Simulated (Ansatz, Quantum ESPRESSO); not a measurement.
# Lattice dynamics of CaOs (Pm-3m) in two programs

Aim: the phonon dispersion of CaOs (Pm-3m), checked by a second program.

Calculated with Quantum ESPRESSO 7.5; DFT LDA, scalar-relativistic, plane waves, JTH PAW pseudopotentials.

The structure was built from a prototype and need not be the compound's stable phase.

**1. Set-up**

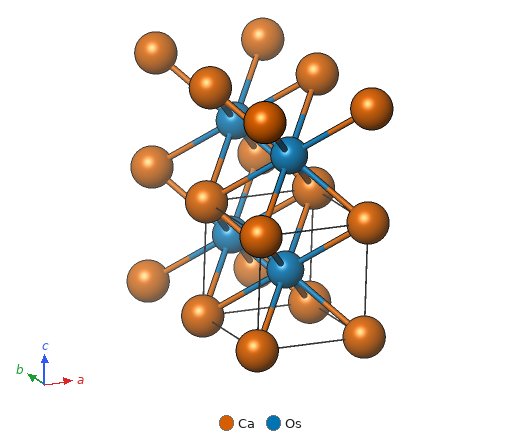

Start, viewed slightly off an axis; calcium orange, osmium blue. 1×2×2 cells are drawn. Some periodic images of atoms are drawn too.

**2. A probe with smearing**

A cheap run with smearing and empty bands tells whether the crystal has a gap, which decides between fixed occupations and smearing later on.

probe.in

```
 &control
    calculation='scf',
    prefix='x',
    outdir='./tmp',
    pseudo_dir='./pseudo',
    tprnfor=.true.,
    tstress=.true.,
    verbosity='high',
 /
 &system
    ibrav=0,
    nat=2,
    ntyp=2,
    ecutwfc=40.0,
    ecutrho=200.0,
    occupations='smearing',
    smearing='gaussian',
    degauss=0.01,
 /
 &electrons
    conv_thr=1.0d-07,
    mixing_beta=0.7,
    electron_maxstep=100,
 /
ATOMIC_SPECIES
 Ca     40.0780  Ca.upf
 Os    190.2300  Os.upf
CELL_PARAMETERS angstrom
     3.763242070    0.000000000    0.000000000
     0.000000000    3.763242070    0.000000000
     0.000000000    0.000000000    3.763242070
ATOMIC_POSITIONS crystal
 Ca     0.000000000   0.000000000   0.000000000
 Os     0.500000000   0.500000000   0.500000000
K_POINTS automatic
 6 6 6 0 0 0
```

The run is started by

```
> OMP_NUM_THREADS=1 mpirun -n 4 pw.x -nk 4 -in probe.in > probe.out
```

Output:

```text
[banners, grids, parts of the stress and lines that vanish by symmetry left out]
Program PWSCF v.7.5
     file Ca.upf: wavefunction(s)  4S 3P 0P 3D 0D renormalized
     file Os.upf: wavefunction(s)  6S 0S 0P 0P 5D 0D renormalized
[...]
kinetic-energy cutoff     =      40.0000  Ry
     charge density cutoff     =     200.0000  Ry
     scf convergence threshold =      1.0E-07
[...]
Exchange-correlation= SLA PW NOGX NOGC
                           (   1   4   0   0   0   0   0)
[...]
48 Sym. Ops., with inversion, found
[...]
(     0          1          0      )
                  (     0          0          1      )
[...]
(  0.0000000  1.0000000  0.0000000 )
                  (  0.0000000  0.0000000  1.0000000 )
[...]
(     0         -1          0      )
[...]
(  0.0000000 -1.0000000  0.0000000 )
[...]
(     0          0          1      )
                  (     1          0          0      )
[...]
( -1.0000000  0.0000000  0.0000000 )
                  (  0.0000000  1.0000000  0.0000000 )
[...]
number of k points=    20  Gaussian smearing, width (Ry)=  0.0100
[...]
End of self-consistent calculation
[...]
the Fermi energy is     6.9664 ev
!    total energy              =    -808.12088766 Ry
[...]
convergence has been achieved in  11 iterations
[...]
atom    1 type  1   force =     0.00000000    0.00000000    0.00000000
     atom    2 type  2   force =     0.00000000    0.00000000    0.00000000
[...]
Total force =     0.000000     Total SCF correction =     0.000000
[...]
total   stress  (Ry/bohr**3)                   (kbar)     P=     -179.68
[...]
XML data file, charge density, pseudopotentials, collected wavefunctions

   JOB DONE.
```

It took 4.8 s on 4 MPI ranks of Intel Xeon Platinum 8223CL at 3.00GHz (Skylake/Cascade Lake), shared host; 18 s of CPU time.

Read from the output:

| Quantity | Value |
| --- | --- |
| volume per atom | 26.65 Å³ |
| pressure | -17.97 GPa |
| gap on the k-mesh | 0 eV |

No gap opens on this mesh, so smearing is kept; the start stands at -18 GPa.

**3. Relaxation**

The relaxation runs at a cutoff a fifth above that of the response, since stress converges more slowly with the basis than frequencies do. Forces and stress are brought to rest with tight thresholds.

relax.in

```
 &control
    calculation='vc-relax',
    prefix='x',
    outdir='./tmp',
    pseudo_dir='./pseudo',
    tprnfor=.true.,
    tstress=.true.,
    forc_conv_thr=2.0d-05,
    etot_conv_thr=1.0d-07,
    nstep=40,
 /
 &system
    ibrav=0,
    nat=2,
    ntyp=2,
    ecutwfc=48,
    ecutrho=240.0,
    occupations='smearing',
    smearing='gaussian',
    degauss=0.02,
 /
 &electrons
    conv_thr=1.0d-11,
    mixing_beta=0.7,
    electron_maxstep=100,
 /
 &ions
 /
 &cell
    press_conv_thr=0.2,
 /
ATOMIC_SPECIES
 Ca     40.0780  Ca.upf
 Os    190.2300  Os.upf
CELL_PARAMETERS angstrom
     3.763242070    0.000000000    0.000000000
     0.000000000    3.763242070    0.000000000
     0.000000000    0.000000000    3.763242070
ATOMIC_POSITIONS crystal
 Ca     0.000000000   0.000000000   0.000000000
 Os     0.500000000   0.500000000   0.500000000
K_POINTS automatic
 8 8 8 0 0 0
```

The run is started by

```
> OMP_NUM_THREADS=1 mpirun -n 4 pw.x -nk 4 -in relax.in > relax.out
```

Output:

```text
[banners, grids, parts of the stress and lines that vanish by symmetry left out]
[banner, memory and clock lines left out]
Program PWSCF v.7.5

[...]
kinetic-energy cutoff     =      48.0000  Ry
     charge density cutoff     =     240.0000  Ry
     scf convergence threshold =      1.0E-11
[...]
energy convergence thresh.=      1.0E-07
     force convergence thresh. =      2.0E-05
     press convergence thresh. =      2.0E-01
     Exchange-correlation= SLA PW NOGX NOGC
                           (   1   4   0   0   0   0   0)
[...]
48 Sym. Ops., with inversion, found
[...]
number of k points=    35  Gaussian smearing, width (Ry)=  0.0200
[...]
End of self-consistent calculation
[...]
the Fermi energy is     7.0922 ev
!    total energy              =    -808.12328482 Ry
[...]
convergence has been achieved in  13 iterations
[...]
atom    1 type  1   force =     0.00000000    0.00000000    0.00000000
     atom    2 type  2   force =     0.00000000    0.00000000    0.00000000
     Total force =     0.000000     Total SCF correction =     0.000000
[...]
total   stress  (Ry/bohr**3)                   (kbar)     P=     -172.69
[...]
number of bfgs steps    =   0
[...]
CELL_PARAMETERS (angstrom)
[...]
ATOMIC_POSITIONS (crystal)
Ca               0.0000000000        0.0000000000        0.0000000000
Os               0.5000000000        0.5000000000        0.5000000000
[...]
New effective cutoffs (rho, wfc):  254.36   50.93
[...]
End of self-consistent calculation
[...]
the Fermi energy is     8.0613 ev
!    total energy              =    -808.15827021 Ry
[...]
convergence has been achieved in  12 iterations
[...]
atom    1 type  1   force =     0.00000000    0.00000000    0.00000000
     atom    2 type  2   force =     0.00000000    0.00000000    0.00000000
     Total force =     0.000000     Total SCF correction =     0.000000
[...]
total   stress  (Ry/bohr**3)                   (kbar)     P=     -160.04
[...]
number of bfgs steps    =   1
[...]
WARNING: bfgs curvature condition failed, Theta= 0.916
[...]
CELL_PARAMETERS (angstrom)
[...]
ATOMIC_POSITIONS (crystal)
Ca               0.0000000000        0.0000000000        0.0000000000
Os               0.5000000000        0.5000000000        0.5000000000
[...]
New effective cutoffs (rho, wfc):  279.10   55.88
[...]
End of self-consistent calculation
[...]
the Fermi energy is     9.7703 ev
!    total energy              =    -808.19894527 Ry
[...]
convergence has been achieved in  18 iterations
[...]
atom    1 type  1   force =     0.00000000    0.00000000    0.00000000
     atom    2 type  2   force =     0.00000000    0.00000000    0.00000000
     Total force =     0.000000     Total SCF correction =     0.000000
[...]
total   stress  (Ry/bohr**3)                   (kbar)     P=     -111.88
[...]
number of bfgs steps    =   2
[...]
CELL_PARAMETERS (angstrom)
[...]
ATOMIC_POSITIONS (crystal)
[...]
New effective cutoffs (rho, wfc):  323.57   64.79
[...]
End of self-consistent calculation
[...]
the Fermi energy is    13.0773 ev
!    total energy              =    -808.21152547 Ry
[...]
atom    2 type  2   force =     0.00000000    0.00000000    0.00000000
     Total force =     0.000000     Total SCF correction =     0.000000
[...]
total   stress  (Ry/bohr**3)                   (kbar)     P=      -18.56
[...]
number of bfgs steps    =   4
[...]
CELL_PARAMETERS (angstrom)
[...]
ATOMIC_POSITIONS (crystal)
[...]
New effective cutoffs (rho, wfc):  308.00   61.67
[...]
the Fermi energy is    11.8859 ev
!    total energy              =    -808.21622662 Ry
[...]
convergence has been achieved in  11 iterations
[...]
atom    1 type  1   force =     0.00000000    0.00000000    0.00000000
     atom    2 type  2   force =     0.00000000    0.00000000    0.00000000
     Total force =     0.000000     Total SCF correction =     0.000000
[...]
total   stress  (Ry/bohr**3)                   (kbar)     P=       -2.19
[...]
number of bfgs steps    =   5
[...]
CELL_PARAMETERS (angstrom)
[...]
ATOMIC_POSITIONS (crystal)
[...]
New effective cutoffs (rho, wfc):  308.45   61.76
[...]
the Fermi energy is    11.9201 ev
!    total energy              =    -808.21623055 Ry
[...]
convergence has been achieved in   9 iterations
[...]
atom    1 type  1   force =     0.00000000    0.00000000    0.00000000
     atom    2 type  2   force =     0.00000000    0.00000000    0.00000000
     Total force =     0.000000     Total SCF correction =     0.000000
[...]
total   stress  (Ry/bohr**3)                   (kbar)     P=        0.07
[...]
number of bfgs steps    =   6
[...]
small trust_radius: resetting bfgs history
[...]
CELL_PARAMETERS (angstrom)
[...]
ATOMIC_POSITIONS (crystal)
[...]
New effective cutoffs (rho, wfc):  308.44   61.76
[...]
End of self-consistent calculation
[...]
the Fermi energy is    11.9195 ev
!    total energy              =    -808.21623055 Ry
[...]
convergence has been achieved in   6 iterations
[...]
atom    1 type  1   force =     0.00000000    0.00000000    0.00000000
     atom    2 type  2   force =     0.00000000    0.00000000    0.00000000
     Total force =     0.000000     Total SCF correction =     0.000000
[...]
total   stress  (Ry/bohr**3)                   (kbar)     P=        0.03
[...]
bfgs converged in   8 scf cycles and   7 bfgs steps
[...]
End of BFGS Geometry Optimization
     Final enthalpy           =    -808.2162305545 Ry
     File ./tmp/x.bfgs deleted, as requested
[...]
CELL_PARAMETERS (angstrom)
[...]
ATOMIC_POSITIONS (crystal)
Ca               0.0000000000        0.0000000000        0.0000000000
Os               0.5000000000        0.5000000000        0.5000000000
[...]
Final scf calculation at the relaxed structure.
[...]
kinetic-energy cutoff     =      48.0000  Ry
     charge density cutoff     =     240.0000  Ry
     scf convergence threshold =      1.0E-13
[...]
press convergence thresh. =      2.0E-01
     Exchange-correlation= SLA PW NOGX NOGC
                           (   1   4   0   0   0   0   0)
[...]
48 Sym. Ops., with inversion, found
[...]
number of k points=    35  Gaussian smearing, width (Ry)=  0.0200
[...]
c_bands:  1 eigenvalues not converged
     c_bands:  1 eigenvalues not converged
[...]
End of self-consistent calculation
[...]
the Fermi energy is    11.9196 ev
!    total energy              =    -808.21596608 Ry
[...]
convergence has been achieved in  23 iterations
[...]
atom    1 type  1   force =     0.00000000    0.00000000    0.00000000
     atom    2 type  2   force =     0.00000000    0.00000000    0.00000000
     Total force =     0.000000     Total SCF correction =     0.000000
[...]
total   stress  (Ry/bohr**3)                   (kbar)     P=        0.13
[...]
XML data file, charge density, pseudopotentials, collected wavefunctions
```

The job ended after 48 s (4 MPI ranks).

Relaxation path:

| step | energy less that of the first step (eV) | largest force (eV/Å) | pressure (GPa) | volume (Å³) |
| --- | --- | --- | --- | --- |
| 1 | 0.0000 | 0.0000 | -17.27 | 53.29 |
| 2 | -0.4760 | 0.0000 | -16.00 | 48.74 |
| 3 | -1.0294 | 0.0000 | -11.19 | 42.40 |
| 4 | -1.2006 | 0.0000 | 8.64 | 33.97 |
| 5 | -1.2605 | 0.0000 | -1.86 | 37.19 |
| 6 | -1.2645 | 0.0000 | -0.22 | 36.58 |
| 7 | -1.2646 | 0.0000 | 0.01 | 36.50 |
| 8 | -1.2646 | 0.0000 | 0.00 | 36.50 |
| 9 | -1.2610 | 0.0000 | 0.01 | 36.50 |

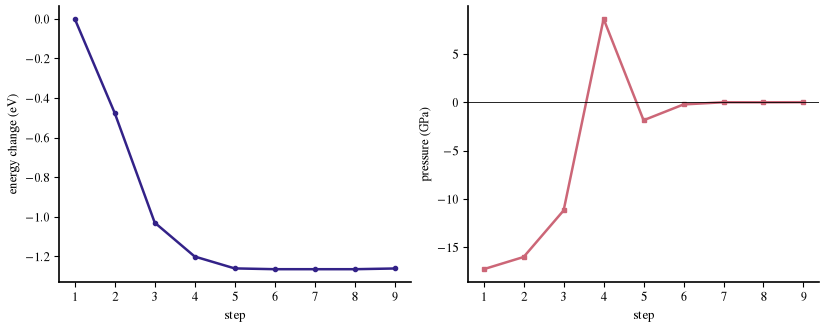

Energy and pressure along the relaxation.

| conventional cell, symmetrised | before | after | change |
| --- | --- | --- | --- |
| a (Å) | 3.763 | 3.317 | -11.9 % |
| b (Å) | 3.763 | 3.317 | -11.9 % |
| c (Å) | 3.763 | 3.317 | -11.9 % |
| volume (Å³/atom) | 26.65 | 18.25 | -31.5 % |

The relaxed structure:

```
CELL_PARAMETERS angstrom
3.31712 0.00000 0.00000
0.00000 3.31712 0.00000
0.00000 0.00000 3.31712
ATOMIC_POSITIONS crystal
Ca 0.00000 0.00000 0.00000
Os 0.50000 0.50000 0.50000
```

The last row of the table of steps is pw.x's closing run on a basis chosen anew for the final cell, so its energy can jump.

Numbers from this step:

* volume per atom: 18.25 Å³
* pressure: 0.01300 GPa

The volume changes by -31.5 % from the cell with which this run began.

**4. Self-consistent run for the response**

The response is built on this ground state, so it is converged far tighter than an energy would need. Smearing stays on, as the first look found no gap above 0.3 eV.

scf.in

```
 &control
    calculation='scf',
    prefix='x',
    outdir='./tmp',
    pseudo_dir='./pseudo',
    tprnfor=.true.,
    tstress=.true.,
 /
 &system
    ibrav=0,
    nat=2,
    ntyp=2,
    ecutwfc=40.0,
    ecutrho=200.0,
    occupations='smearing',
    smearing='gaussian',
    degauss=0.02,
 /
 &electrons
    conv_thr=1.0d-12,
    mixing_beta=0.7,
    electron_maxstep=100,
 /
ATOMIC_SPECIES
 Ca     40.0780  Ca.upf
 Os    190.2300  Os.upf
CELL_PARAMETERS angstrom
     3.317121857    0.000000000    0.000000000
     0.000000000    3.317121857    0.000000000
     0.000000000    0.000000000    3.317121857
ATOMIC_POSITIONS crystal
 Ca     0.000000000   0.000000000   0.000000000
 Os     0.500000000   0.500000000   0.500000000
K_POINTS automatic
 8 8 8 0 0 0
```

The run is started by

```
> OMP_NUM_THREADS=1 mpirun -n 4 pw.x -nk 4 -in scf.in > scf.out
```

Output:

```text
[banners, grids, parts of the stress and lines that vanish by symmetry left out]
[banner, memory and clock lines left out]
Program PWSCF v.7.5

[...]
kinetic-energy cutoff     =      40.0000  Ry
     charge density cutoff     =     200.0000  Ry
     scf convergence threshold =      1.0E-12
[...]
Exchange-correlation= SLA PW NOGX NOGC
                           (   1   4   0   0   0   0   0)
[...]
48 Sym. Ops., with inversion, found
[...]
number of k points=    35  Gaussian smearing, width (Ry)=  0.0200
[...]
End of self-consistent calculation
[...]
the Fermi energy is    11.9199 ev
!    total energy              =    -808.21575421 Ry
[...]
convergence has been achieved in  20 iterations
[...]
atom    1 type  1   force =     0.00000000    0.00000000    0.00000000
     atom    2 type  2   force =     0.00000000    0.00000000    0.00000000
     Total force =     0.000000     Total SCF correction =     0.000000
[...]
total   stress  (Ry/bohr**3)                   (kbar)     P=       -0.96
[...]
XML data file, charge density, pseudopotentials, collected wavefunctions
```

Wall time 5.5 s (4 MPI ranks).

This step gave:

```yaml
pressure: -0.09600 GPa
```

The cell stands at -0.096 GPa, close enough for phonons.

(Part 1 of 3 ends here.)

[Host names and launcher messages were left out of these logs when they were recorded.]

[Logs are printed without paths, hosts, clocks, repeated set-up lines and the standing remarks that a program may print on its own settings, such as how far it seeks lower states.]

[Hosts, paths, dates, database ids (printed as entryN), source tags and the programs' standing remarks are cut or masked in the printed files.]
